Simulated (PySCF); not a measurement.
Vertical excitations of a molecule CH5F3Si2 from PySCF with TDDFT-CAM-B3LYP/def2-SVPD, as energy in eV (oscillator strength): 6.38 (0.028), 6.81 (0.047), 7.63 (0.007), 8.31 (0.080), 8.40 (0.011), 8.58 (0.090), 8.78 (0.412), 9.06 (0.008), 9.41 (0.015), 9.52 (0.035). Lowest triplet (TDA): 5.59 eV. Coordinates come from a PBE-D3(BJ)/def2-SVP optimisation. Other conformers were not sampled.

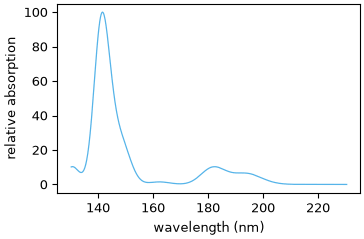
Figure: The lines broadened by 0.4 eV.

Which structure fits?
(A) FC(F)[Si@@H](F)[SiH3]
(B) F[SiH2][SiH2]C(F)F
(C) F[SiH2]C[SiH](F)F
(D) C[Si@H](F)[SiH](F)F

D, C[Si@H](F)[SiH](F)F
